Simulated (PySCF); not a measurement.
# C8H10 (SMILES C=CCC#CC[CH][CH2+]) (charge +1, doublet): what the fields show

```xyz
18

C    -4.1144    1.1078    0.4690
C    -2.7792    1.0507    0.5191
C    -1.9811    0.2388   -0.4397
C    -0.5771    0.1878   -0.1822
C     0.6087    0.1591    0.0707
C     2.0098    0.0892    0.3396
C     2.7860   -0.8225   -0.5447
C     4.0647   -1.1325   -0.3047
H    -4.6827    0.5679   -0.2717
H    -4.6778    1.6967    1.1719
H    -2.2320    1.6044    1.2692
H    -2.3779   -0.7865   -0.4927
H    -2.1329    0.6299   -1.4591
H     2.1679   -0.1737    1.3960
H     2.4269    1.1071    0.2575
H     2.2708   -1.2306   -1.4034
H     4.6000   -0.7358    0.5434
H     4.6113   -1.7981   -0.9498
```

Geometry: GFN2-xTB.

These are results of PySCF, UKS B3LYP, pcH-1 on C H, non-relativistic, mean-field spin-orbit, GIAO, not measurements.

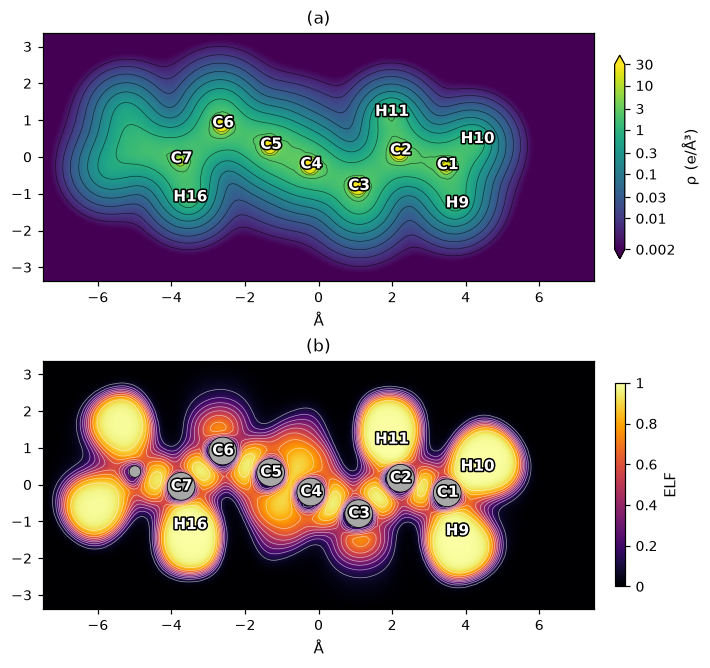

Figure 1. (a) total electron density; (b) electron localisation function on the plane of atoms C2, C3 and C4. Grey discs cover the atomic cores in the ELF map.

Question: What does the map show?

Answer:
- The section cuts through C and H sites.
- C–C (1.21 Å): ρ at the midpoint is about 2.6 e/Å³; the ELF peaks at about 0.90 between the atoms: a short, multiple covalent bond.
- C–H (1.08 Å): ρ is about 2.1 e/Å³ halfway; the ELF climbs to about 1 towards the hydrogen, as it does in any bond to H; an ordinary covalent bond to hydrogen.
- C–C (1.34 Å): the density is about 2.2 e/Å³ at the midpoint; the ELF peaks at about 0.95 between the atoms (a short, multiple covalent bond).

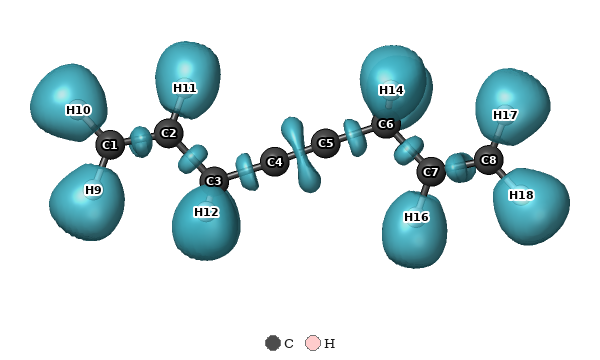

Figure 2. Isosurface of the ELF at 0.85 (cyan), seen across its widest extent. Core shells and regions of very low density are left out.

Question: Where are the electrons localised?

Answer: At this value the surface marks out seven regions between bonded C–C atoms (shared pairs) and ten regions around hydrogen nuclei.
